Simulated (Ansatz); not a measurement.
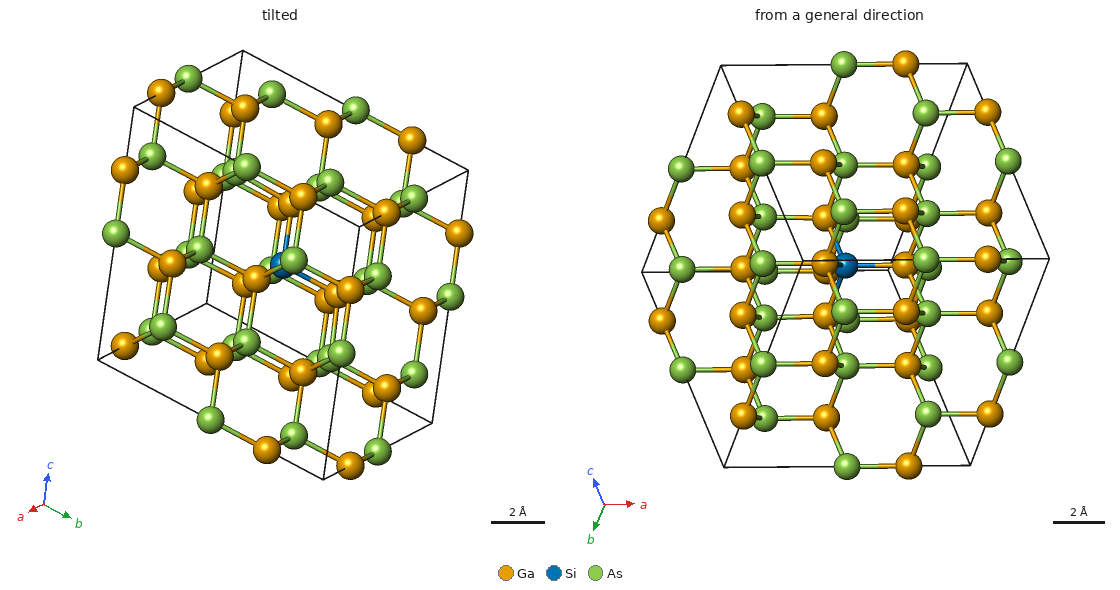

View slightly off an axis and from a general direction, drawn as a ball-and-stick model. The edges of the supercell are marked. The host is GaAs, in a cell of 32 sites, and the cell is neutral.

### Which defect is modelled here, and what are its neighbours?

Silicon on an arsenic site (a substitutional impurity). It is bonded to four Ga in a tetrahedral arrangement at about 2.4 Å.

Computational set-up: DFT LDA, scalar-relativistic, plane waves, PAW in Ansatz 0.2.0, plane waves up to 420 eV, k-mesh 3×3×3, Gaussian smearing of 0.02 eV, collinear spins.

### Does the defective cell carry a moment?

No net moment.

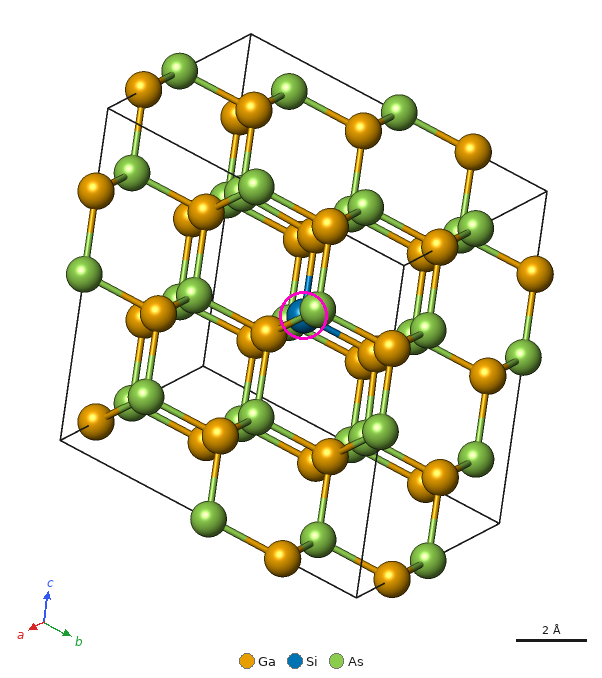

The same cell with a ring at the defect's site.

The atoms were relaxed in the host's cell with DFT LDA, scalar-relativistic, plane waves, PAW (Ansatz).
